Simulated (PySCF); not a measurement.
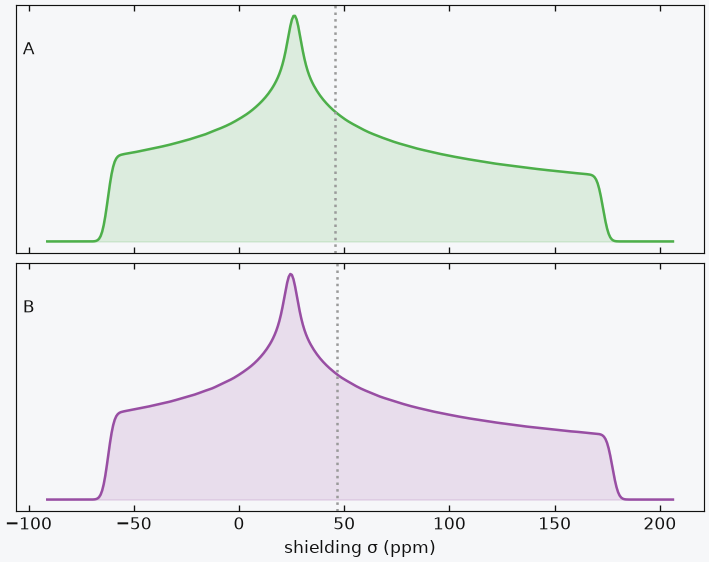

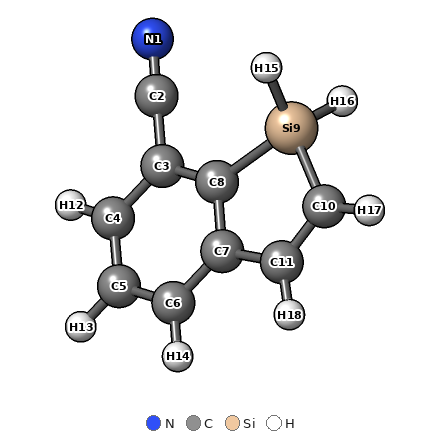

Static powder patterns (¹³C) from GIAO shielding tensors of C₉H₇NSi, SMILES N#Cc1cccc2c1[SiH2]C=C2, PBE0/pcSseg-1 (IEF-PCM methanol), PySCF 2.14.0, at a PBE0-D3(BJ)/def2-SVP geometry (no frequency check); absolute shielding, one fixed geometry of the isolated molecule without any motion, no dipolar terms. The dotted line is the isotropic value; skew is 3(σiso − σ22)/span.

> The patterns belong to C4 and C5, from the top. Give the principal values, span and skew.

C4: σ11, σ22, σ33 = −62, 26, 173 ppm, isotropic 46, span 235 ppm, skew 0.25; C5: σ11, σ22, σ33 = −62, 25, 177 ppm, isotropic 47, span 240 ppm, skew 0.28.
